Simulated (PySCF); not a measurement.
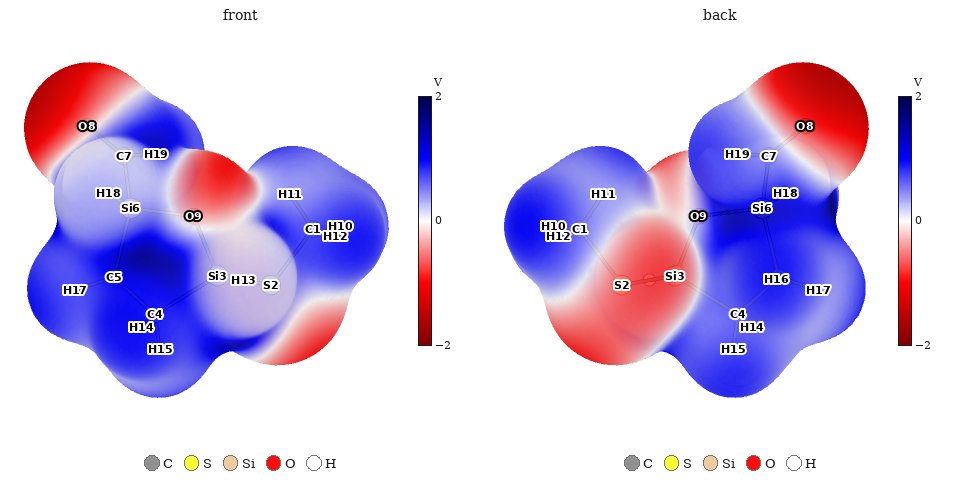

Figure 1: C$_{4}$H$_{10}$O$_{2}$SSi$_{2}$. The electrostatic potential painted on the density surface at 0.002 e/bohr³, seen from the front and from behind; the colour scale runs from red (negative) to blue (positive).

Geometry: GFN2-xTB.

Computed with PBE0/pcSseg-1, SCF density, gas phase, non-relativistic in PySCF 2.14.0.

```xyz
19

C     3.2559   -0.2569   -0.0997
S     2.0126   -1.1081   -1.1239
Si    0.4348   -1.2302    0.3051
C    -1.2437   -1.5943   -0.5041
C    -1.9594   -0.2515   -0.7225
Si   -1.3363    0.9445    0.6291
C    -1.0022    2.7170   -0.0023
O    -1.7467    3.6436    0.1864
O     0.1331    0.2671    0.9059
H     4.0849   -0.0082   -0.7530
H     2.8213    0.6426    0.3227
H     3.5886   -0.9242    0.6885
H     0.8095   -2.0223    1.4665
H    -1.8241   -2.2042    0.1876
H    -1.1744   -2.1542   -1.4353
H    -1.6881    0.1382   -1.7071
H    -3.0401   -0.3892   -0.7314
H    -2.0684    0.9160    1.8883
H    -0.0670    2.8835   -0.5817
```

Q: Where is the surface potential most negative and most positive?

A: The most negative region (about −1.5 V) lies over O8, the most positive (about +1.6 V) over Si3 and Si6. O8 is the likeliest acceptor of a hydrogen bond.

Q: How polar is the molecule by this calculation?

A: Its dipole moment is 2.17 D.
